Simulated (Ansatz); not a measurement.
# CH$_{6}$AlN: geometry relaxation

The run: geometry relaxation of CH$_{6}$AlN. Method and program: RKS PBE-D4/def2-SVP (Ansatz 0.2.0).

It belongs to a series of runs on one base structure; here: end point A relaxed. Figures and captions count atoms from 1; the log counts them from 0 in places.

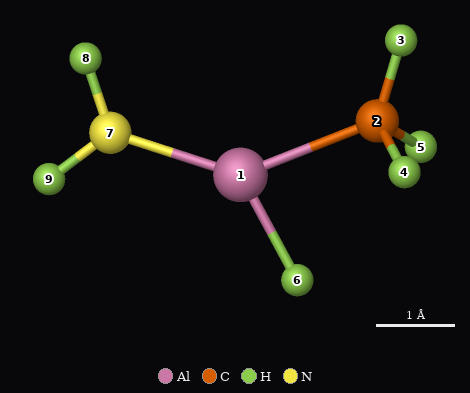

Figure 1. The starting structure (ball-and-stick view, seen at a tilt; atoms are numbered from 1 in the order of the input). Sticks mark near contacts. Bond lengths as drawn: Al–C 1.95 Å, Al–H 1.56 Å, Al–N 1.78 Å, C–H 1.11 Å and H–N 1.02 Å.

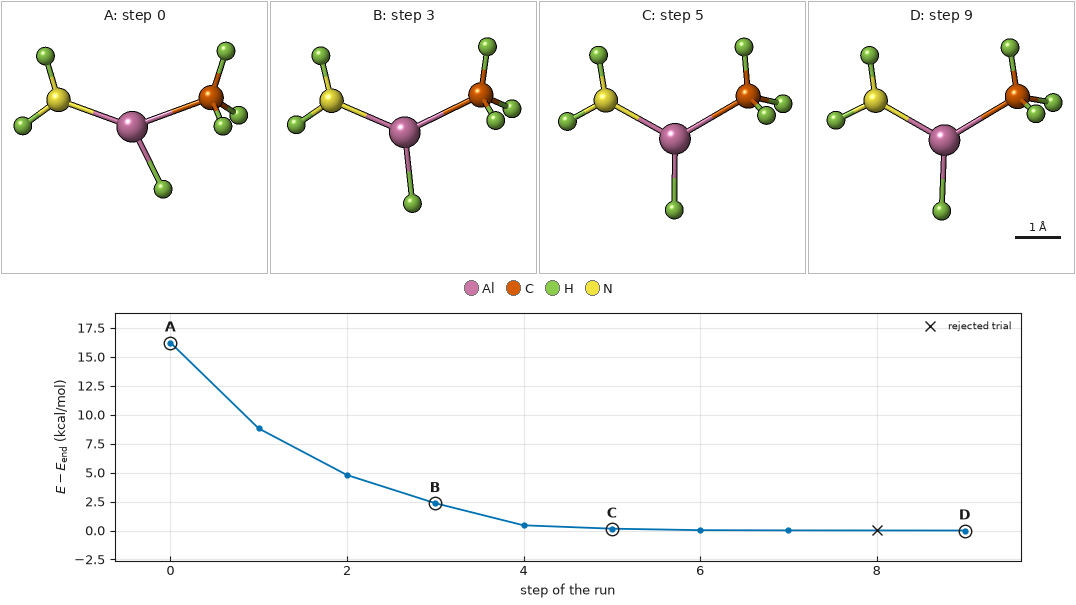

Figure 2. Frames of the relaxation (ball-and-stick view, seen at a tilt) above the curves, on which the letters mark them (the first geometry is step 0 here and step 1 in the log).

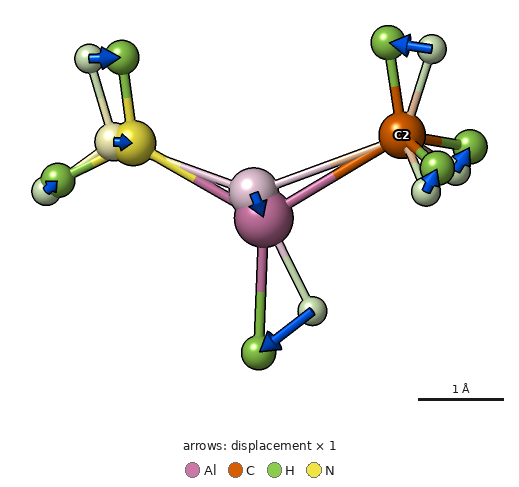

Figure 3. Start (faint) and end (solid) with the displacements as blue arrows, at true length (ball-and-stick view, seen at a tilt). The two geometries are laid on each other by the best rigid fit. After 9 geometry steps the energy has fallen by 16.2 kcal/mol. Largest force component: 1.6 eV/Å at the start, 0.0058 eV/Å at the end. The line search rejected the trial step at point 8 (counted from 0) and went back. H6 moves most after the best rigid fit: 0.83 Å. Largest moves by element: H 0.83 Å, Al 0.32 Å, N 0.23 Å, C 0.03 Å. Distances before and after: Al1–H6 1.556 → 1.602 Å, Al1–C2 1.946 → 1.964 Å, Al1–N7 1.779 → 1.788 Å. Among the angles that change: C2–Al1–H6 84.4° → 123.9°, C2–Al1–N7 140.5° → 120.3°, H6–Al1–N7 135.0° → 115.8°. (Atoms are counted from 1 in the order of the input.)

The input that produced these results follows, with the program's output.

### Input file
```yaml
crystal:
  periodic: [false, false, false]
  atoms:
    - { symbol: Al, position_ang: [0.20209, 0.103584, -0.002698] }
    - { symbol: C, position_ang: [0.977009, -0.116175, 1.769104] }
    - { symbol: H, position_ang: [0.481578, -0.408372, 2.719361] }
    - { symbol: H, position_ang: [1.827111, -0.809486, 1.586397] }
    - { symbol: H, position_ang: [1.445243, 0.882767, 1.917057] }
    - { symbol: H, position_ang: [1.649646, 0.489134, -0.42197] }
    - { symbol: "N", position_ang: [-1.361097, -0.019704, -0.842643] }
    - { symbol: H, position_ang: [-2.24329, -0.290487, -0.402482] }
    - { symbol: H, position_ang: [-1.513589, 0.168739, -1.836126] }
basis:
  gaussian: { orbitals: def2-SVP }
hamiltonian:
  xc: pbe
  dispersion: d4
relax:
  f_tol: 0.03
  max_steps: 50
```

Run as:
```bash
ansatz run input.yaml --threads 1 --pin off --max-ram 2048MiB --backend cpu --events-out ev --progress --plain --runs-dir out
```

### Output
```
The last accepted step is kept in [file] (removed where the run ends without a failure and the disk answers)
Engine: ansatz 0.2.0, x86_64-unknown-linux-gnu
Functional definition: PBE
  parameter kappa = 0.804
  parameter beta = 0.06672455060314922
  exchange = pbe_x(kappa = kappa, mu = beta*pi^2/3)
  correlation = pbe_c(beta = beta)
871 factors; their error is unknown
mean field evaluation 1: about -9194.6825 eV, gradient 8.3e1 eV
mean field evaluation 2: about -9149.8837 eV, gradient 1.4e2 eV
mean field evaluation 4: about -9209.9954 eV, gradient 1.6e1 eV
mean field evaluation 8: about -9210.6692 eV, gradient 1.1e-1 eV
mean field evaluation 16: about -9210.6293 eV, gradient 7.5e-5 eV
mean field -9210.62930731 eV, -338.4843838547 hartree, gradient 6.6e-6 eV, S^2 0.000000; 0 other end points of the search recorded, 0 dependent functions left out
the calculation of the forces begins
reference -9210.62934509 eV, -338.4843852431 hartree; 16, 16 occupied and 60, 60 virtual orbitals, 871 factors
relax step   1: F+E_penalty+E_count = -9210.74762218 eV  Δ(F+E_penalty+E_count) = +0.000e0 eV  max|allowed force component| = 1.631e0 eV/Å  Δτ_max = 0.0000 Å  (26 SCF iters, accepted)
these checks for a lower state are left out or cut short: starts, cluster_reference, orbital_swaps, neighbouring_geometries, increment
871 factors; their error is unknown
mean field -9210.95123408 eV, -338.4962144456 hartree, gradient 2.3e-5 eV, S^2 0.000000; 0 other end points of the search recorded, 0 dependent functions left out
the calculation of the forces begins
reference -9210.95127195 eV, -338.4962158372 hartree; 16, 16 occupied and 60, 60 virtual orbitals, 871 factors
relax step   2: F+E_penalty+E_count = -9211.06925667 eV  Δ(F+E_penalty+E_count) = -3.216e-1 eV  max|allowed force component| = 8.391e-1 eV/Å  Δτ_max = 0.1949 Å  (26 SCF iters, accepted)
these checks for a lower state are left out or cut short: starts, cluster_reference, orbital_swaps, neighbouring_geometries, increment
871 factors; their error is unknown
mean field evaluation 32: about -9211.1257 eV, gradient 2.1e-5 eV
mean field -9211.12569467 eV, -338.5026257540 hartree, gradient 2.1e-5 eV, S^2 0.000000; 0 other end points of the search recorded, 0 dependent functions left out
the calculation of the forces begins
reference -9211.12573245 eV, -338.5026271423 hartree; 16, 16 occupied and 60, 60 virtual orbitals, 871 factors
relax step   3: F+E_penalty+E_count = -9211.24362371 eV  Δ(F+E_penalty+E_count) = -1.744e-1 eV  max|allowed force component| = 3.851e-1 eV/Å  Δτ_max = 0.1984 Å  (26 SCF iters, accepted)
these checks for a lower state are left out or cut short: starts, cluster_reference, orbital_swaps, neighbouring_geometries, increment
871 factors; their error is unknown
mean field -9211.23099311 eV, -338.5064954003 hartree, gradient 1.7e-5 eV, S^2 0.000000; 0 other end points of the search recorded, 0 dependent functions left out
the calculation of the forces begins
reference -9211.23103080 eV, -338.5064967854 hartree; 16, 16 occupied and 60, 60 virtual orbitals, 871 factors
relax step   4: F+E_penalty+E_count = -9211.34922045 eV  Δ(F+E_penalty+E_count) = -1.056e-1 eV  max|allowed force component| = 3.491e-1 eV/Å  Δτ_max = 0.1688 Å  (27 SCF iters, accepted)
these checks for a lower state are left out or cut short: starts, cluster_reference, orbital_swaps, neighbouring_geometries, increment
871 factors; their error is unknown
mean field -9211.31285452 eV, -338.5095037513 hartree, gradient 1.3e-5 eV, S^2 0.000000; 0 other end points of the search recorded, 0 dependent functions left out
the calculation of the forces begins
reference -9211.31289229 eV, -338.5095051395 hartree; 16, 16 occupied and 60, 60 virtual orbitals, 871 factors
relax step   5: F+E_penalty+E_count = -9211.43201333 eV  Δ(F+E_penalty+E_count) = -8.279e-2 eV  max|allowed force component| = 1.762e-1 eV/Å  Δτ_max = 0.1999 Å  (27 SCF iters, accepted)
these checks for a lower state are left out or cut short: starts, cluster_reference, orbital_swaps, neighbouring_geometries, increment
871 factors; their error is unknown
mean field -9211.32455966 eV, -338.5099339073 hartree, gradient 2.5e-5 eV, S^2 0.000000; 0 other end points of the search recorded, 0 dependent functions left out
the calculation of the forces begins
reference -9211.32459752 eV, -338.5099352986 hartree; 16, 16 occupied and 60, 60 virtual orbitals, 871 factors
relax step   6: F+E_penalty+E_count = -9211.44465936 eV  Δ(F+E_penalty+E_count) = -1.265e-2 eV  max|allowed force component| = 1.217e-1 eV/Å  Δτ_max = 0.0837 Å  (26 SCF iters, accepted)
these checks for a lower state are left out or cut short: starts, cluster_reference, orbital_swaps, neighbouring_geometries, increment
871 factors; their error is unknown
mean field -9211.33006664 eV, -338.5101362851 hartree, gradient 8.1e-6 eV, S^2 0.000000; 0 other end points of the search recorded, 0 dependent functions left out
the calculation of the forces begins
reference -9211.33010457 eV, -338.5101376790 hartree; 16, 16 occupied and 60, 60 virtual orbitals, 871 factors
relax step   7: F+E_penalty+E_count = -9211.45023278 eV  Δ(F+E_penalty+E_count) = -5.573e-3 eV  max|allowed force component| = 1.520e-1 eV/Å  Δτ_max = 0.0709 Å  (28 SCF iters, accepted)
these checks for a lower state are left out or cut short: starts, cluster_reference, orbital_swaps, neighbouring_geometries, increment
871 factors; their error is unknown
mean field evaluation 64: about -9211.3309 eV, gradient 3.9e-5 eV
mean field -9211.33093821 eV, -338.5101683148 hartree, gradient 2.4e-5 eV, S^2 0.000000; 0 other end points of the search recorded, 0 dependent functions left out
the calculation of the forces begins
reference -9211.33097618 eV, -338.5101697104 hartree; 16, 16 occupied and 60, 60 virtual orbitals, 871 factors
relax step   8: F+E_penalty+E_count = -9211.45102874 eV  Δ(F+E_penalty+E_count) = -7.960e-4 eV  max|allowed force component| = 1.176e-1 eV/Å  Δτ_max = 0.0113 Å  (28 SCF iters, accepted)
these checks for a lower state are left out or cut short: starts, cluster_reference, orbital_swaps, neighbouring_geometries, increment
871 factors; their error is unknown
mean field -9211.33034927 eV, -338.5101466716 hartree, gradient 2.4e-5 eV, S^2 0.000000; 0 other end points of the search recorded, 0 dependent functions left out
the calculation of the forces begins
reference -9211.33038720 eV, -338.5101480654 hartree; 16, 16 occupied and 60, 60 virtual orbitals, 871 factors
relax step   9: F+E_penalty+E_count = -9211.45067794 eV  Δ(F+E_penalty+E_count) = +3.508e-4 eV  max|allowed force component| = 7.884e-2 eV/Å  Δτ_max = 0.0138 Å  (28 SCF iters, rejected (line search))
these checks for a lower state are left out or cut short: starts, cluster_reference, orbital_swaps, neighbouring_geometries, increment
871 factors; their error is unknown
mean field -9211.33131120 eV, -338.5101820219 hartree, gradient 2.5e-5 eV, S^2 0.000000; 0 other end points of the search recorded, 0 dependent functions left out
the calculation of the forces begins
reference -9211.33134916 eV, -338.5101834169 hartree; 16, 16 occupied and 60, 60 virtual orbitals, 871 factors
relax step  10: F+E_penalty+E_count = -9211.45152436 eV  Δ(F+E_penalty+E_count) = -4.956e-4 eV  max|allowed force component| = 5.769e-3 eV/Å  Δτ_max = 0.0066 Å  (27 SCF iters, accepted)
871 factors; their error is unknown
mean field evaluation 96: about -9211.3313 eV, gradient 2.4e-3 eV
mean field -9211.33131120 eV, -338.5101820219 hartree, gradient 2.4e-5 eV, S^2 0.000000; 1 other end points of the search recorded, 0 dependent functions left out
the calculation of the forces begins
reference -9211.33134916 eV, -338.5101834169 hartree; 16, 16 occupied and 60, 60 virtual orbitals, 871 factors
Total energy: -9211.45156233 eV, -338.5146011693 hartree
Atom 0 at     0.489403     0.189807    -0.115800 Å, force     0.000776     0.000925    -0.005769 eV/Å
Atom 1 at     0.945770    -0.110462     1.771208 Å, force    -0.002803     0.000365     0.005048 eV/Å
Atom 2 at     0.076519    -0.425146     2.384753 Å, force    -0.001146     0.000296     0.000791 eV/Å
Atom 3 at     1.729668    -0.891279     1.873471 Å, force     0.000932    -0.003716    -0.004016 eV/Å
Atom 4 at     1.364406     0.810999     2.230097 Å, force    -0.000447     0.003429    -0.000296 eV/Å
Atom 5 at     1.549546     0.629338    -1.233168 Å, force    -0.001325    -0.000893     0.001003 eV/Å
Atom 6 at    -1.194169    -0.022118    -0.680305 Å, force     0.003104     0.000051     0.000879 eV/Å
Atom 7 at    -1.990113    -0.297240    -0.099654 Å, force    -0.000316    -0.001594     0.002300 eV/Å
Atom 8 at    -1.506328     0.116102    -1.644601 Å, force     0.001226     0.001137     0.000060 eV/Å
Dipole moment:    -0.281332    -0.064548     0.046510 e Å
```

### Trajectory as extended XYZ (Å, eV, eV/Å), 10 frames, from step=1 to step=10
```
9
Properties=species:S:1:pos:R:3:forces:R:3 step=1 energy=-9210.74762
Al    0.2021    0.1036   -0.0027    0.4081  -0.0831   0.5969
C     0.9770   -0.1162    1.7691   -0.7872  -0.3207   1.0356
H     0.4816   -0.4084    2.7194    0.0050  -0.0118  -0.0208
H     1.8271   -0.8095    1.5864   -0.0231  -0.0100  -0.0161
H     1.4452    0.8828    1.9171    0.0058  -0.0062   0.0222
H     1.6496    0.4891   -0.4220    0.3912   0.4313  -1.6306
N    -1.3611   -0.0197   -0.8426   -0.0012   0.0017   0.0032
H    -2.2433   -0.2905   -0.4025   -0.0092  -0.0044   0.0022
H    -1.5136    0.1687   -1.8361    0.0105   0.0031   0.0074
9
Properties=species:S:1:pos:R:3:forces:R:3 step=2 energy=-9211.06926
Al    0.2385    0.1071    0.0070    0.4931   0.0237   0.2923
C     0.9464   -0.1292    1.8131   -0.2390  -0.0551   0.1808
H     0.4574   -0.4220    2.7590   -0.1282  -0.0343  -0.0077
H     1.8019   -0.8143    1.6100   -0.0436  -0.0230   0.1175
H     1.4274    0.8688    1.9433   -0.0159  -0.0466   0.1400
H     1.6513    0.5300   -0.6125   -0.2016   0.1351  -0.8391
N    -1.3378   -0.0189   -0.8263    0.0264  -0.0068   0.0548
H    -2.2222   -0.2900   -0.3875    0.0497   0.0059   0.0105
H    -1.4982    0.1685   -1.8202    0.0592   0.0010   0.0510
9
Properties=species:S:1:pos:R:3:forces:R:3 step=3 energy=-9211.24362
Al    0.2820    0.1154    0.0097    0.3851   0.1024  -0.0951
C     0.9331   -0.1335    1.8359    0.1068   0.0739  -0.1592
H     0.3979   -0.4342    2.7518   -0.1534  -0.0302  -0.0171
H     1.7922   -0.8234    1.6587   -0.0699  -0.0399   0.1685
H     1.4254    0.8558    1.9979   -0.0589  -0.0684   0.1797
H     1.6121    0.5613   -0.8045   -0.3626  -0.0210  -0.2741
N    -1.3085   -0.0184   -0.8043    0.0042  -0.0279   0.1252
H    -2.1914   -0.2898   -0.3619    0.0604   0.0075   0.0174
H    -1.4782    0.1669   -1.7974    0.0884   0.0036   0.0546
9
Properties=species:S:1:pos:R:3:forces:R:3 step=4 energy=-9211.34922
Al    0.3441    0.1336   -0.0255    0.1868  -0.0165  -0.0818
C     0.9417   -0.1237    1.8197    0.0679   0.0730  -0.0148
H     0.2981   -0.4435    2.6599   -0.1178  -0.0153  -0.0686
H     1.7934   -0.8369    1.7342   -0.0218   0.0087   0.1010
H     1.4077    0.8547    2.0866   -0.0175  -0.0975   0.0821
H     1.5720    0.5754   -0.9678   -0.1857   0.0024  -0.1468
N    -1.2637   -0.1001   -0.7823   -0.3491   0.2226   0.0026
H    -2.1569   -0.2620   -0.2930    0.3246  -0.0256  -0.1136
H    -1.4718    0.2024   -1.7456    0.1127  -0.1519   0.2399
9
Properties=species:S:1:pos:R:3:forces:R:3 step=5 energy=-9211.43201
Al    0.4201    0.1599   -0.0724    0.1637   0.0242  -0.0585
C     0.9496   -0.1166    1.7954   -0.0453  -0.0017   0.0335
H     0.1642   -0.4388    2.5115    0.0429   0.0225  -0.0747
H     1.7727   -0.8640    1.8203   -0.0252  -0.0163   0.0444
H     1.3938    0.8319    2.1712   -0.0256  -0.0244   0.0441
H     1.5458    0.6068   -1.1309   -0.1032  -0.0180  -0.0199
N    -1.2310   -0.0590   -0.7213   -0.0602   0.1111  -0.0807
H    -2.0795   -0.2805   -0.1918    0.0633  -0.0115  -0.0645
H    -1.4710    0.1602   -1.6960   -0.0104  -0.0858   0.1762
9
Properties=species:S:1:pos:R:3:forces:R:3 step=6 energy=-9211.44466
Al    0.4630    0.1765   -0.1027    0.0978  -0.0029   0.0289
C     0.9360   -0.1139    1.7741    0.0757   0.0052   0.0733
H     0.1140   -0.4369    2.4445   -0.0325   0.0012  -0.0516
H     1.7454   -0.8720    1.8410    0.0130  -0.0288   0.0285
H     1.3648    0.8214    2.1940    0.0054   0.0167   0.0374
H     1.5598    0.6156   -1.1884   -0.0594  -0.0069  -0.0131
N    -1.2059   -0.0448   -0.6888   -0.1001   0.0676  -0.1217
H    -2.0285   -0.2899   -0.1312    0.0474  -0.0041  -0.0293
H    -1.4840    0.1440   -1.6564   -0.0472  -0.0480   0.0475
9
Properties=species:S:1:pos:R:3:forces:R:3 step=7 energy=-9211.45023
Al    0.4857    0.1868   -0.1115    0.0376   0.0280  -0.0631
C     0.9489   -0.1105    1.7715    0.0710  -0.0044   0.1520
H     0.0775   -0.4311    2.3840    0.0757   0.0266  -0.0317
H     1.7404   -0.8886    1.8774   -0.0920   0.0676  -0.0248
H     1.3657    0.8145    2.2354   -0.0657  -0.0985  -0.0597
H     1.5413    0.6242   -1.2383   -0.0208  -0.0115   0.0292
N    -1.1988   -0.0134   -0.6759   -0.0315  -0.0173  -0.0682
H    -2.0014   -0.2972   -0.1081    0.0201   0.0125  -0.0085
H    -1.4947    0.1154   -1.6486    0.0055  -0.0030   0.0749
9
Properties=species:S:1:pos:R:3:forces:R:3 step=8 energy=-9211.45103
Al    0.4900    0.1893   -0.1195   -0.0027  -0.0238   0.1176
C     0.9476   -0.1109    1.7754   -0.0278   0.0162  -0.1135
H     0.0781   -0.4284    2.3867   -0.0066  -0.0014   0.0027
H     1.7335   -0.8893    1.8762    0.0095  -0.0090   0.0026
H     1.3620    0.8125    2.2331    0.0064   0.0108   0.0077
H     1.5476    0.6262   -1.2386    0.0063   0.0032  -0.0071
N    -1.1955   -0.0213   -0.6794    0.0067   0.0037  -0.0184
H    -1.9943   -0.2979   -0.1033    0.0113   0.0013   0.0100
H    -1.5042    0.1199   -1.6445   -0.0030  -0.0010  -0.0015
9
Properties=species:S:1:pos:R:3:forces:R:3 step=9 energy=-9211.45068 accepted=F
Al    0.4905    0.1894   -0.1151   -0.0571  -0.0214   0.0501
C     0.9464   -0.1103    1.7718   -0.0308   0.0064  -0.0603
H     0.0721   -0.4255    2.3772    0.0143  -0.0038   0.0330
H     1.7303   -0.8912    1.8685    0.0039  -0.0039   0.0243
H     1.3619    0.8142    2.2262    0.0055  -0.0046   0.0250
H     1.5472    0.6254   -1.2249    0.0699   0.0303  -0.0788
N    -1.1931   -0.0217   -0.6800    0.0287  -0.0016   0.0332
H    -1.9849   -0.2981   -0.0942   -0.0133   0.0026  -0.0246
H    -1.5055    0.1180   -1.6436   -0.0211  -0.0041  -0.0019
9
Properties=species:S:1:pos:R:3:forces:R:3 step=10 energy=-9211.45152
Al    0.4894    0.1898   -0.1158    0.0008   0.0009  -0.0058
C     0.9458   -0.1105    1.7712   -0.0028   0.0004   0.0050
H     0.0765   -0.4251    2.3848   -0.0011   0.0003   0.0008
H     1.7297   -0.8913    1.8735    0.0009  -0.0037  -0.0040
H     1.3644    0.8110    2.2301   -0.0004   0.0034  -0.0003
H     1.5495    0.6293   -1.2332   -0.0013  -0.0009   0.0010
N    -1.1942   -0.0221   -0.6803    0.0031   0.0001   0.0009
H    -1.9901   -0.2972   -0.0997   -0.0003  -0.0016   0.0023
H    -1.5063    0.1161   -1.6446    0.0012   0.0011   0.0001
```

### Results in brief

| quantity | value |
| --- | --- |
| outcome | converged |
| total energy | −9211.4516 eV |
| mean-field energy | −9211.3313 eV |
| largest force (length of the vector) at the end | 0.006 eV/Å |
| hardware | 1 thread of Intel Xeon (Sapphire Rapids), 32 GiB of memory available, shared host |
| wall time | 15 s |
| peak memory | 0.16 GiB |
